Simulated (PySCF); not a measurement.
| atom | x (Å) | y (Å) | z (Å) |
| --- | --- | --- | --- |
| C | -1.7697 | 0.2947 | -0.0147 |
| C | -1.0044 | -0.0420 | -1.0802 |
| N | -2.6173 | 1.3687 | 0.0899 |
| Si | 0.1662 | -1.4742 | -1.0551 |
| H | -3.3352 | 1.3516 | 0.8025 |
| H | -2.8603 | 1.8746 | -0.7540 |
| H | -1.7160 | -0.3008 | 0.9056 |
| H | -1.0856 | 0.5758 | -1.9853 |
| H | 1.5934 | -1.0648 | -1.2501 |
| H | 0.0557 | -2.1605 | 0.2696 |
| H | -0.1308 | -2.4750 | -2.1284 |

Geometry: B3LYP-D3(BJ)/def2-SVP.

Method: Gaussian-basis quantum chemistry of an isolated molecule with PySCF, energy and nuclear gradient, functional PBE0 in PySCF 2.14.0.

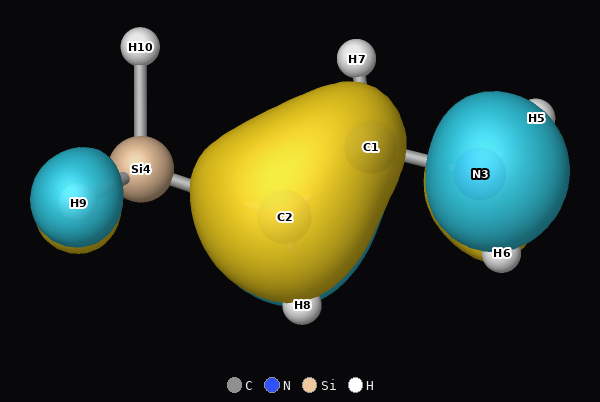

C2H7NSi. The HOMO at ±0.1 Å⁻³ᐟ² (yellow and cyan are the two phases), seen across its widest extent.

Q: Where does this orbital lie, and at what energy?

A: Its weight (Hirshfeld) is mainly on C2 (about 35 %), N3 (about 25 %) and C1 (about 15 %). Its energy is −6.24 eV.
